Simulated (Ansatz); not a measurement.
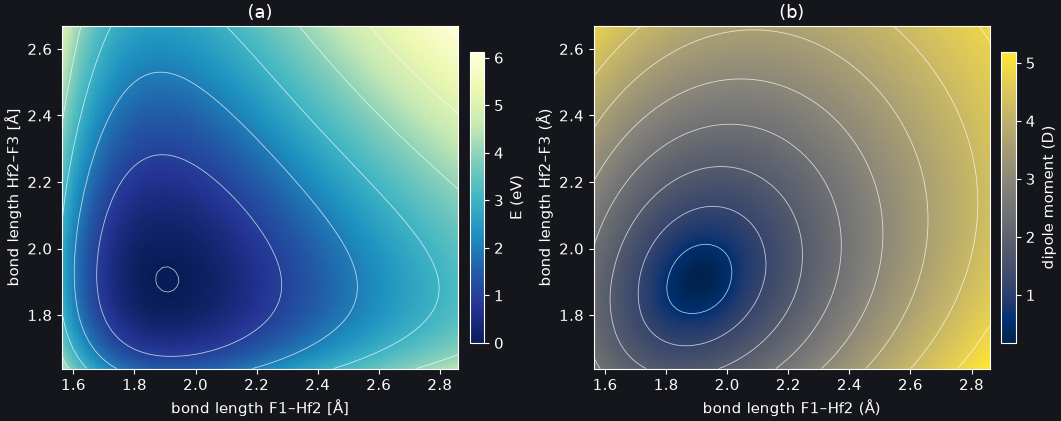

ClF₃Hf, SMILES [F][Hf]([F])([F])[Cl]. First axis: bond length F1–Hf2. Second axis: bond length Hf2–F3. Nothing is relaxed (all other coordinates rigid). Grid: 15 × 15 points. Points are written as (first, second). Energies are in eV, from the lowest grid point. The reference is spin-restricted, which grows unreliable where a bond is stretched far. The calculation used RKS PBE-D4/def2-TZVP in Ansatz 0.2.0.

Panel (a) is the energy; panel (b) is the computed dipole moment, in D.

In the figure: a smooth colour map with a few white contour lines. Between grid points the surface is interpolated.

> How does the dipole moment vary over the map, and what is it at the lowest grid point?

Leaving out the highest fifth of the energies, it runs from 0.20 D at (1.933 Å, 1.933 Å) to 4.75 D at (2.859 Å, 1.786 Å). At the lowest grid point, (1.933 Å, 1.933 Å), it is 0.20 D.
